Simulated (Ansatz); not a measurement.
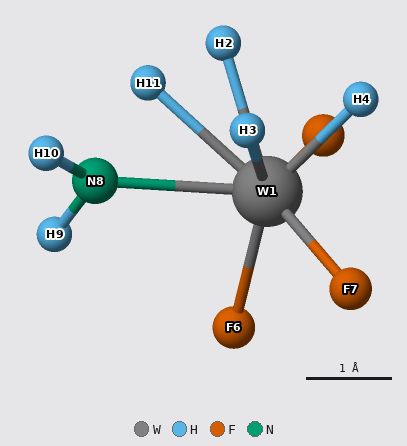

Fig. 1: The structure (ball-and-stick view, seen at a tilt; atoms are numbered from 1 in the order of the input). Sticks mark near contacts. Bond lengths as drawn: F–W 1.85 to 1.93 Å, H–N 1.00 to 1.01 Å, H–W 1.67 to 1.91 Å and N–W 2.04 Å.

**Run report: WNH₆F₃, frequency calculation**

WNH₆F₃, computed with RHF/def2-SVP (Ansatz 0.2.0).

It belongs to a series of runs on one base structure; here: vibrations at the highest image of the band. Figures and captions count atoms from 1; the log counts them from 0 in places.

### The program's output
```
Engine: ansatz 0.2.0, aarch64-unknown-linux-gnu
Functional definition: HF
  exchange = exact_x
  correlation = 0
1264 factors; integrals over basis functions are off by at most 4.1e-4 eV
mean field evaluation 1: about -11485.1118 eV, gradient 5.9e1 eV
mean field evaluation 2: about -11485.3598 eV, gradient 5.9e1 eV
mean field evaluation 4: about -11491.9934 eV, gradient 4.4e0 eV
mean field evaluation 8: about -11492.0840 eV, gradient 5.7e-1 eV
mean field -11492.08593975 eV, -422.3263686703 hartree, gradient 7.5e-5 eV, S^2 0.000000; 0 other end points of the search recorded, 0 dependent functions left out
the calculation of the forces begins
reference -11492.08593975 eV, -422.3263686703 hartree; 27, 27 occupied and 91, 91 virtual orbitals, 1264 factors
these checks for a lower state are left out or cut short: stability, starts, cluster_reference, orbital_swaps, neighbouring_geometries, increment
1264 factors; integrals over basis functions are off by at most 4.1e-4 eV
mean field evaluation 16: about -11491.7194 eV, gradient 7.6e-3 eV
mean field -11492.08573726 eV, -422.3263612288 hartree, gradient 4.0e-6 eV, S^2 0.000000; 0 other end points of the search recorded, 0 dependent functions left out
[... from here on the field's lines of each further geometry are left out, up to the last ...]
the calculation of the forces begins
reference -11492.08589402 eV, -422.3263669896 hartree; 27, 27 occupied and 91, 91 virtual orbitals, 1264 factors
these checks for a lower state are left out or cut short: stability, starts, cluster_reference, orbital_swaps, neighbouring_geometries, increment
1264 factors; integrals over basis functions are off by at most 4.1e-4 eV
mean field evaluation 608: about -11492.0859 eV, gradient 4.0e-6 eV
mean field -11492.08591035 eV, -422.3263675897 hartree, gradient 4.0e-6 eV, S^2 0.000000; 0 other end points of the search recorded, 0 dependent functions left out
the calculation of the forces begins
reference -11492.08591035 eV, -422.3263675897 hartree; 27, 27 occupied and 91, 91 virtual orbitals, 1264 factors
WARN: phonons: modes at or below zero, which the zero-point energy, F, S and C_V leave out: 1, the lowest at -1798.00 cm⁻¹. A minimum has none, and a first-order saddle one
Total energy: -11492.08593975 eV, -422.3263686703 hartree
Atom 0 at     0.120833    -0.338397    -0.043327 Å, force     0.001859     0.008474     0.003488 eV/Å
Atom 1 at     0.295582     0.185575     1.700961 Å, force     0.002342    -0.002733     0.000478 eV/Å
Atom 2 at     1.438081     0.644462     0.245617 Å, force    -0.002467    -0.000507     0.000019 eV/Å
Atom 3 at    -0.040043     1.313991     0.206240 Å, force     0.000464    -0.004058    -0.000715 eV/Å
Atom 4 at    -1.605723    -0.376441     0.692638 Å, force    -0.003694    -0.001368     0.001852 eV/Å
Atom 5 at    -0.398248    -1.962310    -0.948934 Å, force    -0.001593    -0.001187    -0.001234 eV/Å
Atom 6 at     0.444142     0.271045    -1.763271 Å, force     0.001473    -0.000495    -0.002645 eV/Å
Atom 7 at     1.408528    -1.589070     0.928180 Å, force     0.027011    -0.006293     0.004147 eV/Å
Atom 8 at     1.210213    -2.566608     0.782058 Å, force    -0.014705     0.003525    -0.000349 eV/Å
Atom 9 at     2.345632    -1.423775     1.245095 Å, force    -0.001670     0.003947    -0.001747 eV/Å
Atom 10 at     0.770602    -0.704371     1.717742 Å, force    -0.009020     0.000695    -0.003293 eV/Å
Dipole moment:     0.872569    -0.189765     0.823961 e Å
Vibrations: -1798.00 132.98 164.66 239.99 265.21 316.17 534.88 602.24 629.26 667.66 700.35 725.42 729.79 818.08 870.42 933.56 1013.43 1186.46 1288.06 1547.66 1663.70 1940.76 2081.70 2209.71 2242.69 3734.96 3864.78 cm⁻¹, zero-point energy 1.928238 eV
```

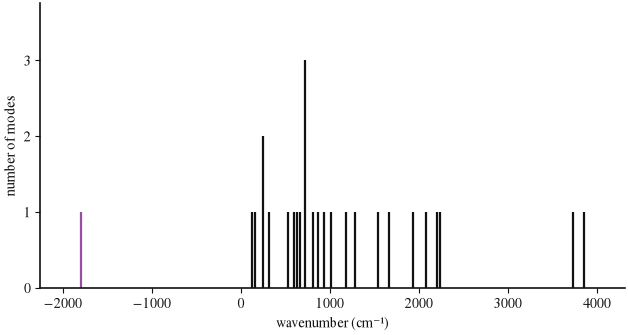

Fig. 2: Harmonic vibrational wavenumbers from the force constants; neighbouring modes closer than 26 cm⁻¹ are counted in one stick, and imaginary ones are drawn at negative wavenumbers. 27 modes from 1798i to 3865 cm⁻¹, 1 imaginary beyond 8i (1798i cm⁻¹): a first-order saddle point, if the geometry is stationary.

This output came from the following input.

### Input
```yaml
crystal:
  periodic: [false, false, false]
  atoms:
    - { symbol: W, position_ang: [0.120833, -0.338397, -0.043327] }
    - { symbol: H, position_ang: [0.295582, 0.185575, 1.700961] }
    - { symbol: H, position_ang: [1.438081, 0.644462, 0.245617] }
    - { symbol: H, position_ang: [-0.040043, 1.313991, 0.20624] }
    - { symbol: F, position_ang: [-1.605723, -0.376441, 0.692638] }
    - { symbol: F, position_ang: [-0.398248, -1.96231, -0.948934] }
    - { symbol: F, position_ang: [0.444142, 0.271045, -1.763271] }
    - { symbol: "N", position_ang: [1.408528, -1.58907, 0.92818] }
    - { symbol: H, position_ang: [1.210213, -2.566608, 0.782058] }
    - { symbol: H, position_ang: [2.345632, -1.423775, 1.245095] }
    - { symbol: H, position_ang: [0.770602, -0.704371, 1.717742] }
basis:
  gaussian: { orbitals: def2-SVP }
hamiltonian:
  xc: hf
phonons: {}
```

Launched with:
```bash
ansatz run input.yaml --threads 2 --pin off --max-ram 3072MiB --backend cpu --events-out ev --progress --plain --runs-dir out
```

### Results in brief

```csv
quantity,value
outcome,converged
total energy,−11492.0859 eV
mean-field energy,−11492.0859 eV
largest force (length of the vector),0.028 eV/Å
hardware,"2 threads of Arm Neoverse N1, 24 GiB of memory available, shared host"
wall time,3.1 min (CPU time 6 min)
peak memory,0.26 GiB
```
